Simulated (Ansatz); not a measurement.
# C$_{2}$H$_{6}$Si···HF: what the fields show

The calculation's input:

```
crystal:
  periodic: [false, false, false]
  atoms:
    - { symbol: Si, position_ang: [0.0, 0.0, 0.0] }
    - { symbol: F, position_ang: [0.9996, 0.0, 1.4848] }
    - { symbol: H, position_ang: [1.6189, 0.0, 0.3673] }
    - { symbol: C, position_ang: [-0.8808, 1.5259, -0.6227] }
    - { symbol: H, position_ang: [-1.9334, 1.2723, -0.8671] }
    - { symbol: H, position_ang: [-0.8624, 2.3106, 0.1622] }
    - { symbol: H, position_ang: [-0.3704, 1.9025, -1.5336] }
    - { symbol: C, position_ang: [-0.8808, -1.5259, -0.6227] }
    - { symbol: H, position_ang: [-1.3804, -2.0377, 0.2261] }
    - { symbol: H, position_ang: [-1.6409, -1.2332, -1.3768] }
    - { symbol: H, position_ang: [-0.1449, -2.2146, -1.0879] }
basis:
  gaussian: { orbitals: "6-31G*" }
hamiltonian:
  xc: hf
relax:
  f_tol: 0.15
  max_steps: 25
  restrain:
    - { distance: [1, 2], at: 0.92, k: 30.0 }
    - { distance: [0, 1], at: 2.79, k: 30.0 }
    - { distance: [0, 2], at: 2.66, k: 30.0 }
output:
  orbitals: {}
```

Launched as:

```sh
ansatz run input.yaml --threads 1 --pin off --max-ram 2048MiB --backend cpu --events-out ev --progress --plain --runs-dir out
```

The fields are those of the run's last geometry, not of the input's.

The calculation used Ansatz, RHF/6-31G*.

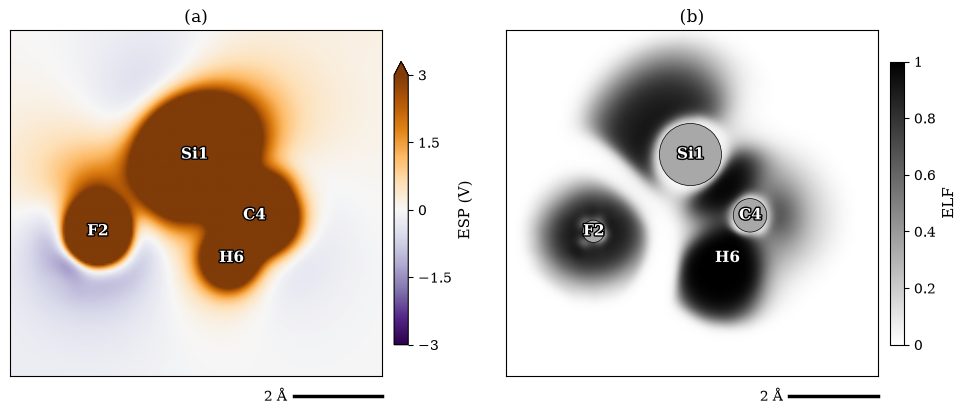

Figure 1. (a) electrostatic potential; (b) electron localisation function on the plane of atoms Si1, C4 and H6. Grey discs cover the atomic cores in the ELF map.

**What do the fields say about this system?**

- The plane passes through Si, F, C and H nuclei.
- Si1···F2 (2.79 Å): the ELF dips to about 0.05 between them.
- C–Si (1.92 Å): the ELF peaks at about 1 between the atoms, as expected for localised, covalent bonding.
- C–H (1.09 Å): the ELF climbs to about 1 towards the hydrogen, as it does in any bond to H; an ordinary covalent bond to hydrogen.
- The ELF also peaks beside F2 and Si1, away from the bonds: lone-pair regions.
- Outside the dense part of the complex the potential is most negative (−1.3 V) near F2.

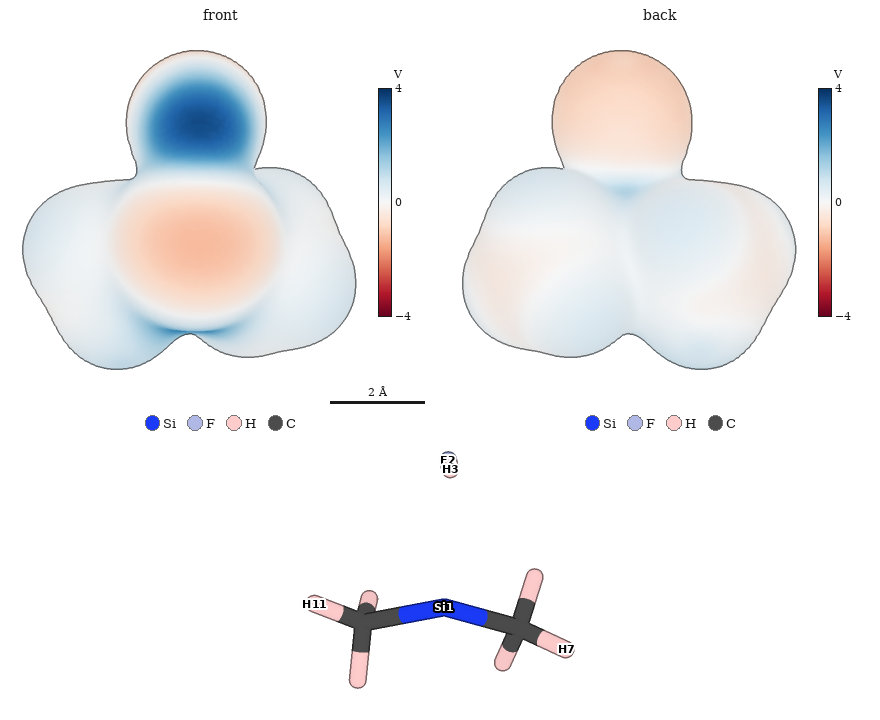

Figure 2. The molecular electrostatic potential painted on the density surface at 0.002 e/bohr³, seen from the front and from behind; the colour scale runs from red (negative) to blue (positive). The bare structure is drawn below in the same view.

**Which sites attract a positive test charge, and which a negative one?**

A positive charge is drawn to the negative regions and a negative charge to the positive ones. The most negative region (about −1.2 V) lies over Si1, the most positive (about +3.5 V) over H3.

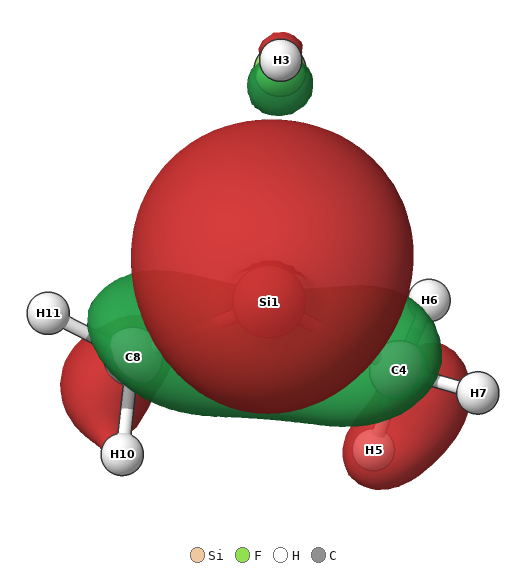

Figure 3. The HOMO at ±0.1 Å⁻³ᐟ² (green and red are the two phases), seen across its widest extent.

**Where does this orbital lie, and at what energy?**

By Hirshfeld shares it lies mainly on Si1 (about 70 %), C4 (about 10 %) and C8 (about 10 %). Its energy is −8.20 eV.
